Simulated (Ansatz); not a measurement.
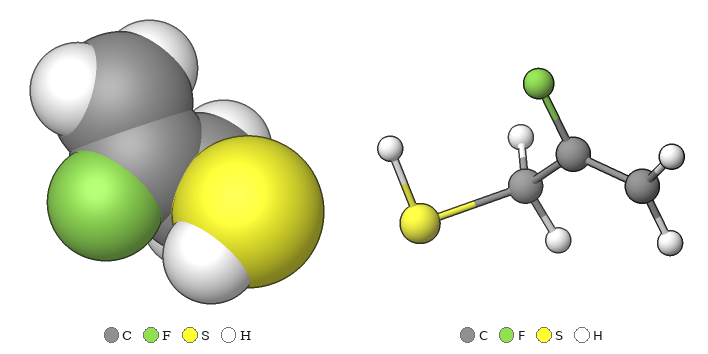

The same structure drawn twice, from different directions.

The computed structure is the end point of a PBE0-D4/def2-TZVP optimisation.

**Count the atoms of each element.**

C₃H₅FS, 10 atoms: 3 carbon, 5 hydrogen, 1 fluorine and 1 sulfur.

**How many bonds of each kind are drawn?**

4 C–H, 2 C–C, 1 C–F, 1 C–S, 1 S–H.

**Write the SMILES.**

C=C(F)CS

More results for the same structure follow; atom numbers are the same in all pictures, views and colours differ.

Geometry

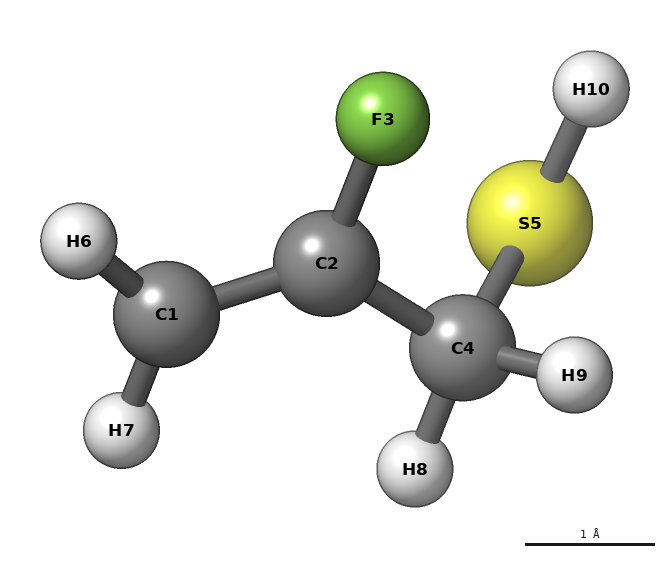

Estimate the angles C2–C1–H6, C2–C1–H7, C1–C2–F3, C1–C2–C4, F3–C2–C4, C2–C4–S5, C2–C4–H8, C2–C4–H9, S5–C4–H8, S5–C4–H9, C4–S5–H10.

| angle | degrees |
| --- | --- |
| C2–C1–H6 | 121.0 |
| C2–C1–H7 | 119.9 |
| C1–C2–F3 | 120.0 |
| C1–C2–C4 | 128.0 |
| F3–C2–C4 | 112.0 |
| C2–C4–S5 | 113.4 |
| C2–C4–H8 | 109.7 |
| C2–C4–H9 | 110.4 |
| S5–C4–H8 | 105.7 |
| S5–C4–H9 | 109.2 |
| C4–S5–H10 | 96.2 |

Levels of theory compared

Program: Ansatz 0.2.0.

At this fixed geometry, give HOMO–LUMO gap (eV), HOMO energy (eV), dipole (D) at these levels: B3LYP-D4/def2-TZVPP; PBE-D4/def2-TZVPP; r2SCAN-D4/def2-TZVPP; ωB97M-V/def2-TZVPP.

```json
{"level": "B3LYP-D4/def2-TZVPP", "HOMO–LUMO gap (eV)": "6.38", "HOMO energy (eV)": "−6.82", "dipole (D)": "1.39"}
{"level": "PBE-D4/def2-TZVPP", "HOMO–LUMO gap (eV)": "4.60", "HOMO energy (eV)": "−5.79", "dipole (D)": "1.32"}
{"level": "r2SCAN-D4/def2-TZVPP", "HOMO–LUMO gap (eV)": "5.08", "HOMO energy (eV)": "−6.06", "dipole (D)": "1.38"}
{"level": "ωB97M-V/def2-TZVPP", "HOMO–LUMO gap (eV)": "11.23", "HOMO energy (eV)": "−9.31", "dipole (D)": "1.37"}
```

Charges

The questions are on Mulliken charges. Properties computed with RKS PBE-D4/def2-TZVPP (Ansatz 0.2.0).

List the Mulliken charges.

| atom | value (e) |
| --- | --- |
| C1 | −0.24 |
| C2 | 0.18 |
| F3 | −0.17 |
| C4 | −0.12 |
| S5 | −0.18 |
| H6 | 0.10 |
| H7 | 0.09 |
| H8 | 0.10 |
| H9 | 0.12 |
| H10 | 0.11 |

Thermal motion

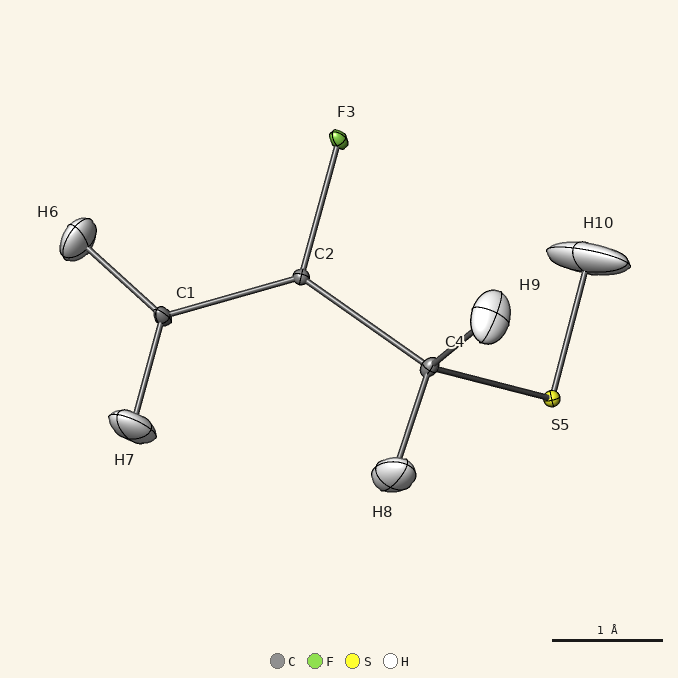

Displacement ellipsoids at the 50 % level, from the internal vibrations of the free molecule (harmonic, no overall translation or rotation; no half-axis is drawn under 0.075 Å). Vibrations computed with RKS PBE0-D4/def2-TZVP (Ansatz 0.2.0). Temperature: 100 K.

**Which atom has the largest mean-square displacement?**

H10, with U_eq = 0.0410 Å².

**Does H10 move more along its bond or across it?**

Across it: the root-mean-square amplitude is 0.085 Å along the bond and up to 0.302 Å across, since bending and torsion are softer than stretching.

Give the displacement parameters, one line for each set of equivalent atoms.

```
atom  U_eq (Å²)   rms amplitudes (Å)
  C1     0.0029  0.032, 0.034, 0.080
  C2     0.0016  0.036, 0.038, 0.044
  F3     0.0023  0.028, 0.030, 0.071
  C4     0.0027  0.036, 0.047, 0.068
  S5    0.00100  0.014, 0.036, 0.039
  H6     0.0192  0.081, 0.136, 0.180
  H7     0.0189  0.076, 0.134, 0.182
  H8     0.0176  0.086, 0.121, 0.175
  H9     0.0178  0.089, 0.121, 0.175
 H10     0.0410  0.083, 0.158, 0.302
```

Mulliken values depend strongly on the basis set and can even reverse the polarity of a bond.
